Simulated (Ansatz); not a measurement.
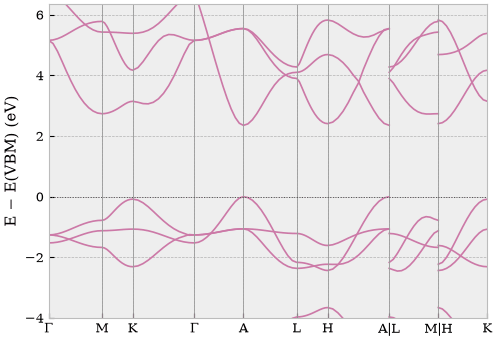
Band structure from PBE+D3(BJ) in the plane-wave PAW code Ansatz

### Question
Read off the gap and where the band edges lie.

### Answer
About 2.4 eV (2.35 eV by a search for the band edges); maximum at A, minimum at A.

The material is TlBr in space group P-6m2 (No. 187; Tl on 1a, Br on 1f).

The cell is a constructed one: a structure type filled with these elements; neither database checked (COD, Materials Project) lists it. COD files the formula under space group No. 221, so this cell is another polymorph or a model. Whether it is the stable phase at ambient conditions was not checked. The cell was relaxed with PBE+D3(BJ) under the symmetry of its start; phonons on a q-mesh show no instability. Spin–orbit coupling is left out wherever it is not named.

Potentials: the later of the program's two PAW sets.
